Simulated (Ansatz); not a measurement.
CuAu: Cu vacancy, symmetric start

The parent structure is a 16-atom supercell of CuAu (space group P4/mmm, No. 123; a = 2.8815 Å, c = 3.6148 Å) at its relaxed geometry.

Modification: one Cu atom is removed, atoms relaxed at fixed cell.

The values are results of PBE (Ansatz, an electronic-structure program), scalar-relativistic without spin-orbit coupling, not measurements. k-mesh 6×6×6 (Γ-centred); smearing 0.05 eV (Fermi–Dirac).

```json
{
 "pressure": "-2.7 GPa (base -0.2 GPa)",
 "largest_displacement_of_a_host_atom_from_its_site_in_the_perfect_cell": "0.09 Å",
 "mean_distance_from_the_defect_site_to_its_nearest_host_atoms": "2.65 Å (base 2.72 Å)"
}
```

Final structure:

```xyz
15
Lattice="5.7630 0.0000 -3.6148 0.0000 5.7630 -3.6148 0.0000 5.7630 3.6148" Properties=species:S:1:pos:R:3 pbc="T T T"
Cu     1.4408     4.4131     1.8074
Cu     1.4408     7.2038     1.8074
Cu     1.4408     4.2314    -1.8074
Cu     4.3223     4.3223    -1.8074
Cu     4.3223    10.0853    -1.8074
Cu     4.4131     7.2038    -1.8074
Cu     4.2314     1.4408    -1.8074
Au     0.0161     0.0161     0.0791
Au     0.0161     2.8655     0.0791
Au     0.0161     5.7791    -0.0791
Au     0.0161     8.6285    -0.0791
Au     2.8655     8.6285    -0.0791
Au     2.8655     2.8655     0.0791
Au     2.8655     5.7791    -3.5357
Au     2.8655     5.7791    -0.0791
```

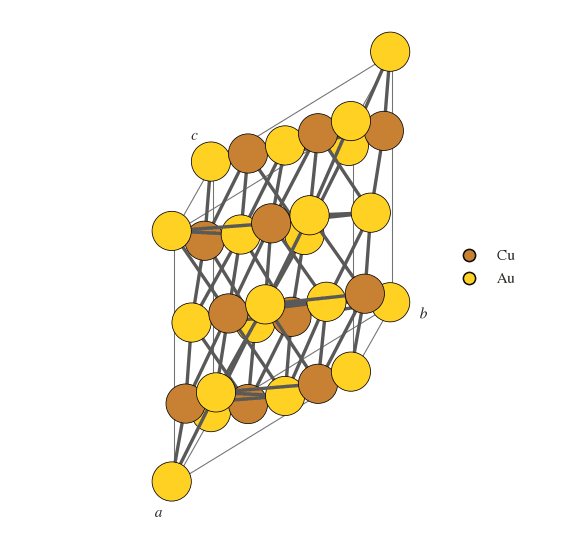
*The relaxed cell after the change*

In so small a cell the defect repeats every few ångströms: this is an ordered compound, not a dilute defect. The defect started on the symmetric site and kept its symmetry, so it may sit on a saddle. The final runs are not spin-polarised. The defect cell is not spin-polarised.
